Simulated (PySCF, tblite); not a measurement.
# C₂H₉NO₂Si₃: geometry, infrared bands and NMR shifts

Wanted: the infrared bands and NMR shifts of C₂H₉NO₂Si₃ (`N#C[Si@H]([SiH3])OCO[SiH3]`), by calculation.

The runs use tblite 0.8.0 and PySCF 2.14.0, with density-fitted response routines of our own; the level of theory stands in each step. All values are computed, except where a source is named. Atoms count from 0, in the outputs and in this text.

### Step 1. The starting structure

17 atoms, charge 0, multiplicity 1; geometry from: force field or distance geometry start.

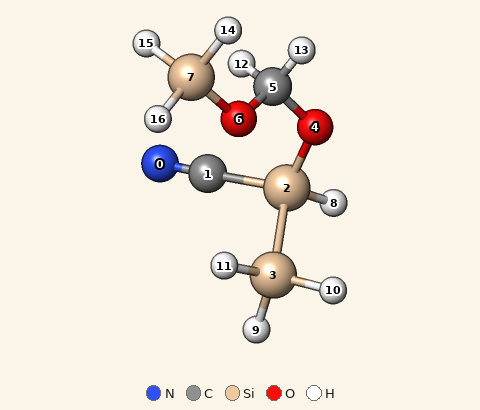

The starting geometry (nitrogen blue, carbon grey, silicon light orange, oxygen red, hydrogen white), atoms numbered.

### Step 2. Relaxing the molecule with GFN2-xTB

What the job is given:

```
{"job": {"kind": "relax", "xc": "GFN2-xTB", "basis": "xTB"}, "charge": 0, "multiplicity": 1}
N      0.741700     3.122700     1.018300
C      1.060300     2.018600     1.069600
Si     1.559100     0.199000     1.197200
Si     2.478400    -0.317600    -0.872100
O      0.295800    -0.837600     1.587800
C     -1.027900    -0.530000     1.133700
O     -1.100400    -0.516700    -0.282200
Si    -2.591700    -0.278100    -0.960500
H      2.602500     0.019000     2.240000
H      3.694400     0.494000    -1.099000
H      2.889900    -1.757700    -0.907400
H      1.530800    -0.080900    -1.985500
H     -1.356600     0.428700     1.577800
H     -1.665600    -1.319200     1.538900
H     -3.491400    -1.387000    -0.556600
H     -3.160000     0.990900    -0.441800
H     -2.466200    -0.236000    -2.436100
```

The run is started by

```console
> OMP_NUM_THREADS=1 python probes_run.py task.json out
```

One launch serves the whole session: the jobs run in the order shown.

Standard output:

```text
step      E/eV     max force
  0    -684.31047    1.976
  1    -684.42378    1.162
  2    -684.44512    3.549
  3    -684.53647    0.989
  4    -684.56281    0.568
  5    -684.59590    0.409
  6    -684.61719    0.484
  7    -684.64095    0.509
  8    -684.66206    0.408
  9    -684.67497    0.249
 10    -684.68337    0.198
 11    -684.68988    0.205
 12    -684.69604    0.245
 13    -684.70216    0.209
 14    -684.70668    0.177
 15    -684.70934    0.113
 16    -684.71097    0.096
 17    -684.71225    0.086
 18    -684.71333    0.089
 19    -684.71440    0.089
 20    -684.71566    0.087
 21    -684.71727    0.135
 22    -684.71919    0.150
 23    -684.72118    0.118
 24    -684.72310    0.113
 25    -684.72483    0.090
 26    -684.72631    0.080
 27    -684.72764    0.085
 28    -684.72897    0.098
 29    -684.73050    0.092
 30    -684.73216    0.101
 31    -684.73351    0.086
 32    -684.73435    0.067
 33    -684.73500    0.063
 34    -684.73582    0.087
 35    -684.73694    0.105
 36    -684.73814    0.090
 37    -684.73919    0.065
 38    -684.74025    0.077
 39    -684.74170    0.106
 40    -684.74372    0.126
 41    -684.74586    0.113
 42    -684.74750    0.102
 43    -684.74869    0.096
 44    -684.74985    0.103
 45    -684.75146    0.117
 46    -684.75380    0.126
 47    -684.75689    0.134
 48    -684.76035    0.136
 49    -684.76341    0.111
 50    -684.76548    0.116
 51    -684.76705    0.116
 52    -684.76870    0.118
 53    -684.77045    0.142
 54    -684.77209    0.129
 55    -684.77328    0.089
 56    -684.77419    0.070
 57    -684.77497    0.078
 58    -684.77590    0.067
 59    -684.77655    0.073
 60    -684.77749    0.090
 61    -684.77856    0.098
 62    -684.77992    0.094
 63    -684.78107    0.074
 64    -684.78182    0.048
 65    -684.78228    0.058
 66    -684.78275    0.057
 67    -684.78327    0.044
 68    -684.78371    0.050
 69    -684.78404    0.053
 70    -684.78433    0.045
 71    -684.78460    0.037
 72    -684.78481    0.032
 73    -684.78495    0.028
 74    -684.78509    0.035
 75    -684.78529    0.038
 76    -684.78562    0.053
 77    -684.78600    0.051
 78    -684.78627    0.035
 79    -684.78645    0.030
 80    -684.78663    0.037
 81    -684.78691    0.065
 82    -684.78736    0.080
 83    -684.78786    0.064
 84    -684.78828    0.045
 85    -684.78862    0.042
 86    -684.78897    0.052
 87    -684.78943    0.063
 88    -684.78993    0.055
 89    -684.79034    0.055
 90    -684.79070    0.046
 91    -684.79120    0.055
 92    -684.79185    0.082
 93    -684.79273    0.076
 94    -684.79348    0.055
 95    -684.79400    0.042
 96    -684.79443    0.049
 97    -684.79492    0.052
 98    -684.79535    0.048
 99    -684.79591    0.043
100    -684.79649    0.039
101    -684.79697    0.062
102    -684.79750    0.062
103    -684.79801    0.075
104    -684.79838    0.043
105    -684.79862    0.043
106    -684.79878    0.035
107    -684.79901    0.114
108    -684.79929    0.149
109    -684.79973    0.117
110    -684.80166    0.086
111    -684.80233    0.086
112    -684.80314    0.056
113    -684.80378    0.049
114    -684.80452    0.055
115    -684.80539    0.075
116    -684.80549    0.094
117    -684.80668    0.060
118    -684.80711    0.049
119    -684.80763    0.027
120    -684.80781    0.029
121    -684.80805    0.021
122    -684.80815    0.030
123    -684.80822    0.015
124    -684.80826    0.015
125    -684.80829    0.014
126    -684.80833    0.013
127    -684.80837    0.018
128    -684.80842    0.016
129    -684.80848    0.017
130    -684.80854    0.018
131    -684.80858    0.017
132    -684.80861    0.013
133    -684.80865    0.013
134    -684.80869    0.018
135    -684.80876    0.030
136    -684.80886    0.036
137    -684.80896    0.032
138    -684.80906    0.023
139    -684.80916    0.018
140    -684.80924    0.020
141    -684.80933    0.028
142    -684.80941    0.027
143    -684.80951    0.030
144    -684.80963    0.034
145    -684.80976    0.031
146    -684.80987    0.026
147    -684.80994    0.020
148    -684.80998    0.014
149    -684.81002    0.015
150    -684.81005    0.011
151    -684.81008    0.011
152    -684.81011    0.012
153    -684.81014    0.010
```

Wall time 2.3 s (1 thread of Arm Neoverse N1, shared host).

Along the way: (not every step is listed)

```tsv
step	energy from step 0 (eV)	largest force (eV/Å)
0	0.0000	1.9759
1	-0.1133	1.1616
2	-0.1346	3.5485
3	-0.2260	0.9892
4	-0.2523	0.5683
5	-0.2854	0.4088
6	-0.3067	0.4838
7	-0.3305	0.5085
8	-0.3516	0.4082
22	-0.4087	0.1504
36	-0.4277	0.0900
50	-0.4550	0.1165
64	-0.4714	0.0476
78	-0.4758	0.0346
92	-0.4814	0.0821
106	-0.4883	0.0355
120	-0.4973	0.0291
134	-0.4982	0.0184
148	-0.4995	0.0136
149	-0.4995	0.0151
150	-0.4996	0.0115
151	-0.4996	0.0114
152	-0.4996	0.0124
153	-0.4997	0.0100
```

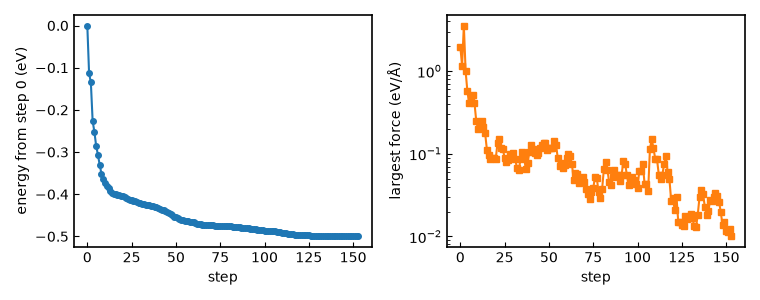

Energy and largest force along the relaxation.

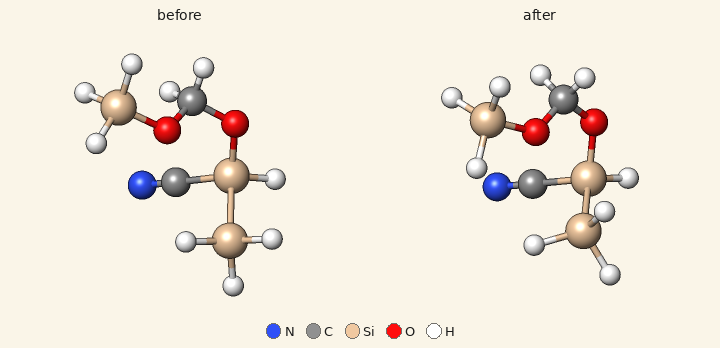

The geometry before (left) and after (right).

Close pairs (by a distance rule), those that changed most:

```tsv
bond	before (Å)	after (Å)	change (Å)
O4–C5	1.433	1.365	-0.068
C5–O6	1.418	1.381	-0.037
Si2–O4	1.680	1.644	-0.036
Si3–H10	1.498	1.468	-0.031
Si7–H16	1.482	1.451	-0.030
Si2–H8	1.486	1.462	-0.025
O6–Si7	1.656	1.632	-0.023
Si7–H15	1.484	1.464	-0.020
```

The next job starts from the end point, and lists it.

### Step 3. Vibrational analysis with GFN2-xTB

What the job is given:

```
{"job": {"kind": "ir", "xc": "GFN2-xTB", "basis": "xTB"}, "charge": 0, "multiplicity": 1}
N      0.613260     3.251039     0.883810
C      0.989588     2.176595     1.021374
Si     1.524374     0.377449     1.147638
Si     2.024576    -0.400084    -0.965802
O      0.313428    -0.452682     1.887131
C     -0.918210    -0.655070     1.335415
O     -0.900742    -0.395016    -0.020660
Si    -2.202569    -0.217965    -0.989397
H      2.448506     0.320829     2.278511
H      3.479201    -0.344022    -1.172076
H      1.626839    -1.798213    -1.167505
H      1.405994     0.389387    -2.035583
H     -1.648744    -0.000274     1.837797
H     -1.212306    -1.701738     1.511696
H     -3.002319    -1.447475    -0.976736
H     -3.033361     0.887279    -0.508872
H     -1.514512     0.021991    -2.244676
```

Standard output:

```text
mode    cm-1     km/mol
  1      10.3      0.91
  2      50.5      3.07
  3      59.6      2.95
  4      71.7      1.49
  5      85.7      3.39
  6     111.5      0.46
  7     138.0      6.83
  8     160.4      4.59
  9     177.5     10.77
 10     213.7     14.40
 11     302.0      4.49
 12     345.7     11.98
 13     431.7     45.50
 14     453.1     43.31
 15     477.5     25.33
 16     501.5      8.53
 17     583.2     83.63
 18     601.7     44.40
 19     629.1     38.89
 20     632.4    238.28
 21     694.0     17.68
 22     730.6    173.77
 23     754.5    139.02
 24     784.5      9.37
 25     793.2    348.46
 26     804.2    340.46
 27     807.3    410.98
 28     825.5    201.46
 29     861.5    224.14
 30    1077.1     21.26
 31    1124.2    284.94
 32    1159.7    243.66
 33    1255.8      1.49
 34    1375.2     11.89
 35    1502.6      4.18
 36    2206.5    377.08
 37    2223.8     13.79
 38    2227.8    525.57
 39    2233.0    151.54
 40    2260.1    454.28
 41    2264.4    127.63
 42    2340.1     42.78
 43    2369.3    203.27
 44    2841.3     63.76
 45    2890.8     88.75
```

It took 1.3 s on 1 thread of Arm Neoverse N1, shared host.

The strongest bands and the atoms that carry them (share of the mass-weighted mode):

```tsv
cm⁻¹	km/mol	atoms
793	348.5	H10 28 %, H11 26 %, H9 19 %
804	340.5	H9 28 %, H10 19 %, H14 15 %, H15 12 %
807	411.0	H10 32 %, H11 28 %, H9 21 %
1124	284.9	O6 54 %, C5 41 %
1160	243.7	O4 50 %, C5 45 %
2206	377.1	H9 95 %
2228	525.6	H14 45 %, H10 44 %
2260	454.3	H8 77 %, H15 13 %
```

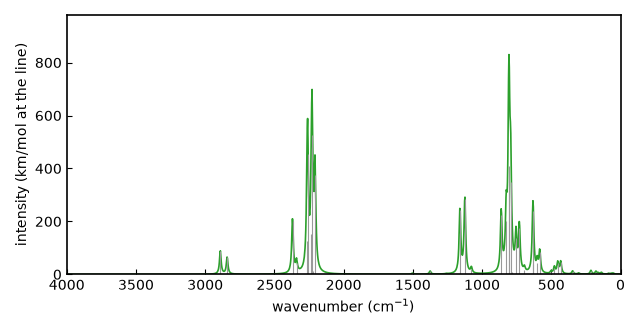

The infrared spectrum from these modes, unscaled. Lines are broadened to a width of 14 cm⁻¹ (Lorentzian).

### Step 4. Nuclear shieldings: PBE0/pcSseg-1

The job, as its differences from that of step 3:

```diff
@@ -1,2 +1,2 @@
-{"job": {"kind": "ir", "xc": "GFN2-xTB", "basis": "xTB"}, "charge": 0, "multiplicity": 1}
+{"job": {"kind": "nmr", "xc": "PBE0", "basis": "pcSseg-1"}, "charge": 0, "multiplicity": 1}
 N      0.613260     3.251039     0.883810
```

Method: GIAO PBE0/pcSseg-1 NMR shielding, non-relativistic, gas phase.

Standard output:

```text
coarse grid: 15864 points
cycle   1  E = -1154.3686743355  dE =  8.959e-01  |g| = 9.108e-01  |ddm| = 3.762e+00
cycle   2  E = -1154.0996453907  dE =  2.690e-01  |g| = 1.485e+00  |ddm| = 1.665e+00
cycle   3  E = -1154.5099363973  dE = -4.103e-01  |g| = 2.220e-01  |ddm| = 1.155e+00
cycle   4  E = -1154.5180645813  dE = -8.128e-03  |g| = 1.094e-01  |ddm| = 1.673e-01
cycle   5  E = -1154.5204551299  dE = -2.391e-03  |g| = 2.258e-02  |ddm| = 8.070e-02
cycle   6  E = -1154.5205746796  dE = -1.195e-04  |g| = 3.755e-03  |ddm| = 2.364e-02
cycle   7  E = -1154.5205773832  dE = -2.704e-06  |g| = 1.435e-03  |ddm| = 3.726e-03
final grid: 139952 points
cycle   8  E = -1154.5851048437  dE = -1.720e-05  |g| = 1.081e-02  |ddm| = 2.097e-02
cycle   9  E = -1154.5850805225  dE =  2.432e-05  |g| = 1.599e-02  |ddm| = 1.600e-02
cycle  10  E = -1154.5851235558  dE = -4.303e-05  |g| = 1.677e-03  |ddm| = 1.053e-02
cycle  11  E = -1154.5851241159  dE = -5.602e-07  |g| = 5.851e-04  |ddm| = 1.328e-03
cycle  12  E = -1154.5851241836  dE = -6.770e-08  |g| = 1.384e-04  |ddm| = 4.184e-04
cycle  13  E = -1154.5851241876  dE = -3.952e-09  |g| = 3.247e-05  |ddm| = 1.122e-04
cycle  14  E = -1154.5851241877  dE = -1.728e-10  |g| = 1.379e-05  |ddm| = 3.420e-05
converged SCF energy = -1154.5851241877

GIAO shielding tensors (ppm)
atom      isotropic    diamagn.    paramagn.     s11        s22        s33       span
  0 N      -92.882     338.911    -431.794   -286.004   -275.832    283.188    569.192
  1 C       60.440     265.639    -205.199    -54.491    -52.774    288.584    343.075
  2 Si     395.447     879.327    -483.880    326.823    406.302    453.218    126.395
  3 Si     458.351     881.205    -422.854    438.166    461.587    475.301     37.134
  4 O      267.683     397.284    -129.601    216.072    246.345    340.633    124.561
  5 C       97.684     238.572    -140.888     75.484     97.231    120.336     44.851
  6 O      279.598     406.716    -127.119    240.562    266.375    331.856     91.294
  7 Si     388.281     881.996    -493.715    342.614    360.099    462.129    119.515
  8 H       26.495      27.291      -0.796     23.200     24.462     31.823      8.623
  9 H       28.268      28.589      -0.321     24.886     25.457     34.460      9.573
 10 H       28.048      30.220      -2.172     24.625     26.865     32.652      8.027
 11 H       27.841      31.032      -3.192     24.734     26.892     31.896      7.161
 12 H       26.358      29.938      -3.581     21.456     26.854     30.763      9.307
 13 H       26.232      28.753      -2.521     21.288     26.219     31.190      9.902
 14 H       26.843      29.698      -2.855     23.424     24.776     32.330      8.906
 15 H       26.734      30.648      -3.914     23.226     25.347     31.629      8.402
 16 H       26.733      31.736      -5.003     22.699     26.496     31.003      8.305
```

Run time: 63 s. Hardware: 1 thread of Arm Neoverse N1, shared host; peak memory 0.93 GiB.

The references, computed at this level on geometries of the same kind, shield at (ppm): 1H TMS 31.72, 13C TMS 186.9, 29Si TMS 349.2, 15N NH3 267.7, 17O H2O 336.1. Their shielding less the atom's gives the shift. The references are single molecules in the gas phase, so shifts against H2O, NH3, PH3, H3PO4 or CFCl3 are not on the usual liquid scales and can be off by tens of ppm. Atoms listed in one row are averaged.

```tsv
atoms	environment	σ (ppm)	δ (ppm)	δ scaled to CDCl3
C1	nitrile carbon	60.4	126.5	121.5
C5	sp3 carbon bearing two oxygens	97.7	89.2	85.2
H13	hydrogen on an sp3 carbon bearing two oxygens	26.23	5.48	5.28
H12	hydrogen on an sp3 carbon bearing two oxygens	26.36	5.36	5.16
H8	hydrogen on a silicon bonded to C, O, Si	26.50	5.22	–
H14, H15, H16	hydrogen on a silicon bonded to O	26.77	4.95	–
H9, H10, H11	hydrogen on a silicon bonded to Si	28.05	3.67	–
N0	nitrile nitrogen	-92.9	360.6	–
Si7	silicon bonded to O, 3 H	388.3	-39.1	–
Si2	silicon bonded to C, O, Si, H	395.4	-46.3	–
Si3	silicon bonded to Si, 3 H	458.4	-109.2	–
O4	oxygen bonded to C, Si	267.7	68.4	–
O6	oxygen bonded to C, Si	279.6	56.5	–
```

The scaled column applies a straight-line fit of computed shieldings to shifts measured in CDCl3 (root-mean-square error 0.16 ppm for H, 1.9 ppm for C).

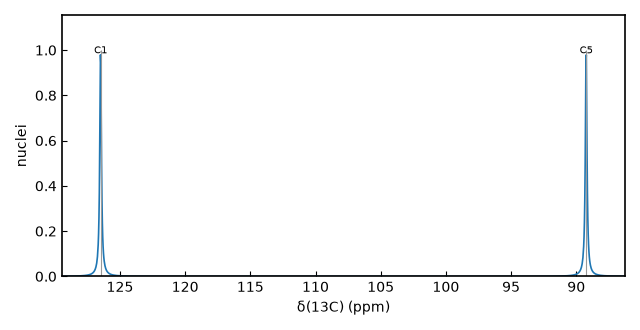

13C lines at the computed shifts, without couplings. Lines are broadened to a width of 0.15 ppm (Lorentzian).

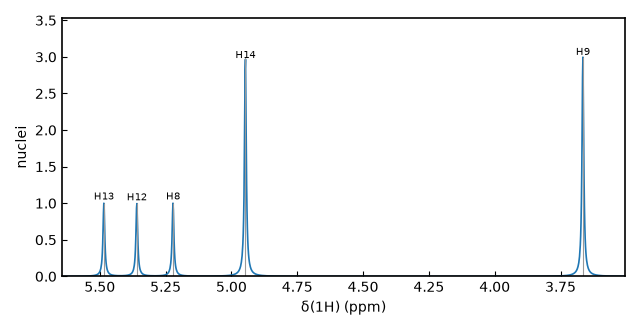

1H lines at the computed shifts, without couplings. Lines are broadened to a width of 0.01 ppm (Lorentzian).

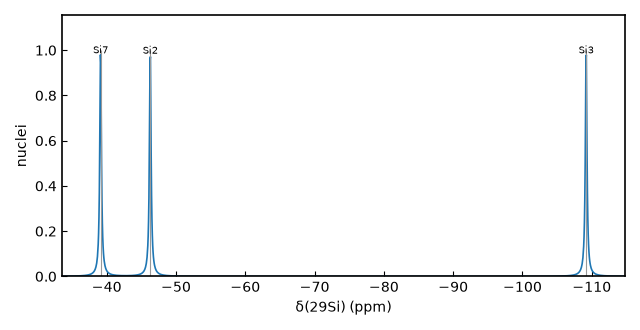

29Si lines at the computed shifts, without couplings. Lines are broadened to a width of 0.28 ppm (Lorentzian).

Charges from the same density, by scheme (e):

```tsv
atoms	Mulliken	IAO	Hirshfeld	ESP fit
N0	-0.21	-0.20	-0.20	-0.40
C1	-0.22	-0.17	-0.04	0.20
Si2	0.76	0.84	0.36	0.40
Si3	0.18	0.29	0.22	0.23
O4	-0.61	-0.62	-0.22	-0.38
C5	0.37	0.15	0.08	0.14
O6	-0.69	-0.64	-0.20	-0.29
Si7	0.71	0.87	0.40	0.51
```

IAO charges:

N0 -0.20; C1 -0.17; Si2 0.84; Si3 0.29; O4 -0.62; C5 0.15; O6 -0.64; Si7 0.87; H8 -0.10; H9 -0.10; H10 -0.09; H11 -0.08; H12 0.12; H13 0.14; H14 -0.15; H15 -0.14; H16 -0.12

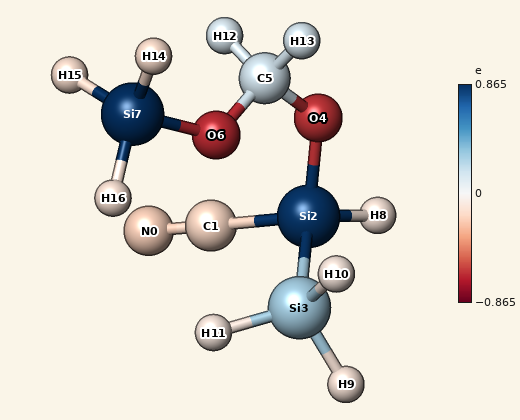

IAO charges, as colours on the atoms.

Mayer bond orders: N0–C1 2.93, C1–Si2 0.77, Si2–Si3 0.91, Si2–O4 0.94, O4–C5 0.95, C5–O6 0.90, O6–Si7 0.88.

### Step 5. Summary of results

| quantity | value |
| --- | --- |
| strongest single infrared mode (GFN2-xTB) | 2228 cm⁻¹, 526 km/mol |
| zero-point energy (GFN2-xTB) | 63.5 kcal/mol |
| 13C shifts against TMS (PBE0/pcSseg-1) | 126.5, 89.2 ppm |
| 1H shifts against TMS (PBE0/pcSseg-1, means over atoms taken as alike) | 5.48, 5.36, 5.22, 4.95, 3.67 ppm |
| 15N shifts against NH3 (PBE0/pcSseg-1) | 360.6 ppm |
| 29Si shifts against TMS (PBE0/pcSseg-1) | -39.1, -46.3, -109.2 ppm |
| 17O shifts against H2O (PBE0/pcSseg-1) | 68.4, 56.5 ppm |

In words: The optimisation took 153 steps and gained 0.500 eV; among the close pairs (by a distance rule), O4–C5 changed most, from 1.433 to 1.365 Å. All 45 modes are real, so the xTB geometry is a minimum. The strongest single mode, at 2228 cm⁻¹, moves mainly H14 and H10. GFN2-xTB is a fitted tight-binding method: band positions and strengths are rough. Its intensities can rank the bands wrongly. At PBE0/pcSseg-1: The largest span, 569 ppm, is at N0, where the paramagnetic term is -432 ppm.
